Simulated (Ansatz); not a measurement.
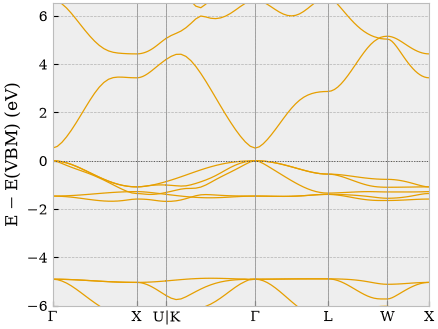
Figure. Band structure from DFT-PBE in the program Ansatz with PAW potentials

Problem. Read off the gap and where the band edges lie.

Solution. About 0.5 eV (0.53 eV by a search for the band edges); maximum at Γ, minimum at Γ.

Problem. Which of these materials gives this?
(A) PbS, zinc blende
(B) CuCl, zinc blende
(C) YN, rock salt
(D) BeTe, zinc blende

Solution. B, CuCl, zinc blende

Space group F-43m (zinc blende). Symmetry was held in the PBE relaxation. The run is not spin-polarised.

Potentials: the later of the program's two PAW sets.
